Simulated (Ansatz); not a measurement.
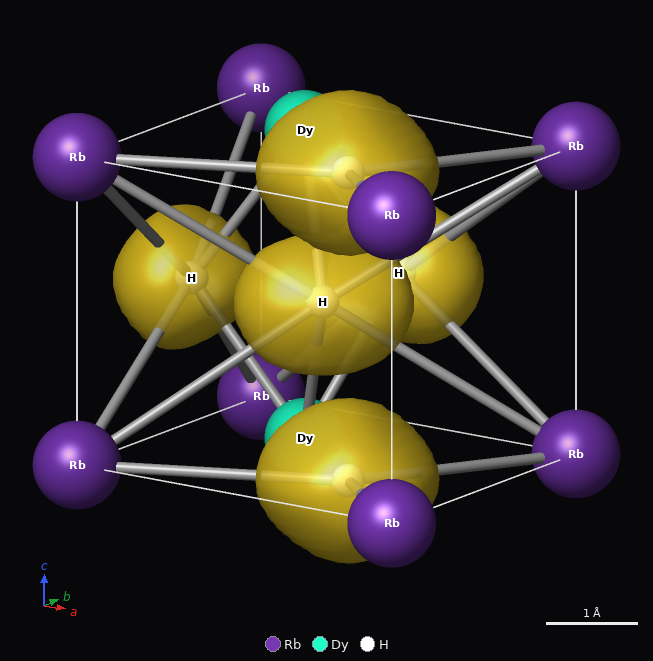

Figure 1: RbDyH4. Isosurface of the electron localisation function at 0.8 (yellow), seen slightly off an axis. Core shells and regions of very low density are left out. Sticks mark near contacts.

Space group P-6m2; a structure generated by program, which may or may not match a known phase; computed without spin polarisation; no Hubbard U on the f states and no spin–orbit coupling.

All numbers below come from Ansatz, DFT PBE, scalar-relativistic, plane waves, PAW; 4f electrons in the core of a trivalent norm-conserving potential.

In a pseudopotential calculation such maps are meaningful between the atoms, not at the nuclei.

### What do the ELF domains correspond to?

The surface consists of four regions around hydrogen nuclei, counted in one cell of 6 atoms. Regions shared between cells count once.

Values along the shortest contacts:
Dy–H (2.18 Å): the ELF climbs to about 1 towards the hydrogen (an ionic contact to a hydride ion). Rb–H (3.22 Å): the ELF climbs to about 1 towards the hydrogen.
